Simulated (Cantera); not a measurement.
A closed system holds: 1 mol Ta₂O₅, 11 mol CO, held at 3.50 bar.

Method: chemical equilibrium by Gibbs-energy minimisation in Cantera with the NASA 1993 tables (ideal gas, pure condensed phases). Candidate condensed phases: C, Ta, TaC, Ta₂O₅; 15 gas species. Mutual solubility and eutectic melting of coexisting phases are not modelled. TaC: taken at fixed stoichiometry. Condensed phases not in the tables: Ta₂C. Equilibrium is a limit: real reactors are often held back by kinetics, nucleation or transport.

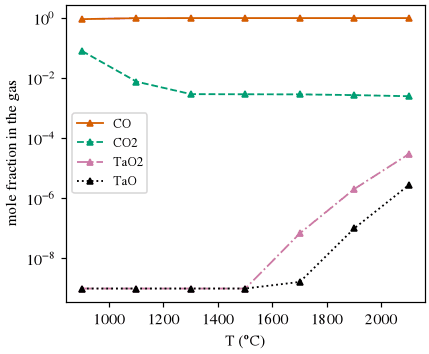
Equilibrium gas composition (values under 1e-9 drawn at 1e-9)

From 902 °C to 1102 °C the condensed part is C(graphite) + Ta₂O₅(s). From 1302 °C to 1702 °C the condensed part is TaC(s) + Ta₂O₅(s). From 1902 °C to 2102 °C the condensed part is TaC(s) + Ta₂O₅(l).
